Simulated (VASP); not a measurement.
Band structure of NbC (relaxed from the rock salt structure, space group Fm-3m). These are PBEsol GGA, VASP's PBE PAW potentials (set 64) (plane waves; VASP) values and carry that method's errors.

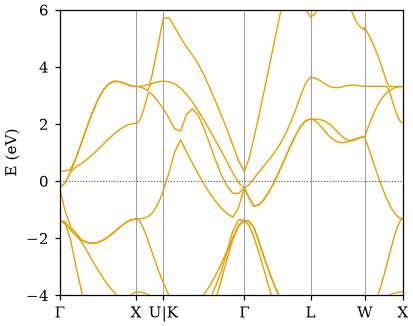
Figure. Bands along high-symmetry lines, zero at the valence-band maximum or, without a gap, the Fermi level

Read the plot: is there a gap, and where are the band edges?

It has no gap at this level: it comes out as a metal or semimetal. (Edges off the drawn lines would not show.)

The structure was generated: NbC was put into the rock salt type (Fm-3m), which need not be its known phase. It was relaxed first, which changed the volume by -37 %. The electron count is odd and the run is not spin-polarised, which forces a metal.
